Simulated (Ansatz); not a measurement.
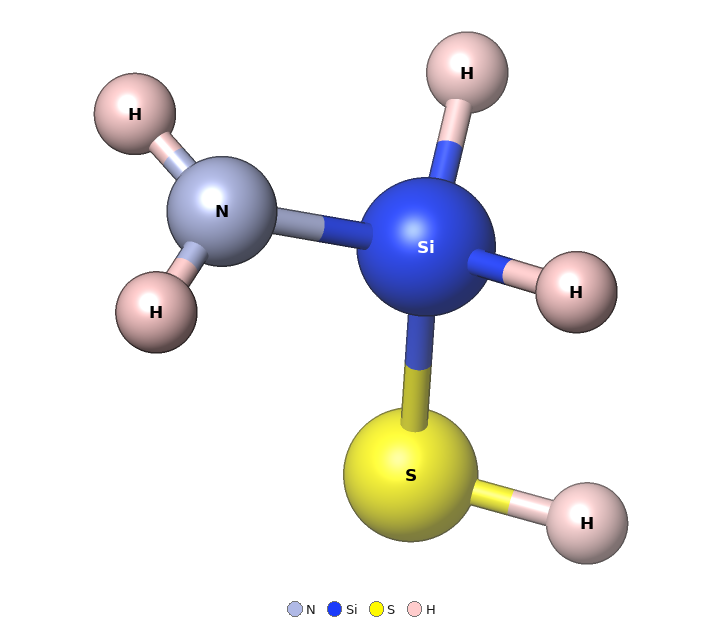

Orthographic view. Atoms fade into the background with distance from the viewer. The geometry was computed by an optimisation with PBE0-D4/def2-TZVP.

**Write the InChI string.**

InChI=1S/H5NSSi/c1-3-2/h2H,1,3H2
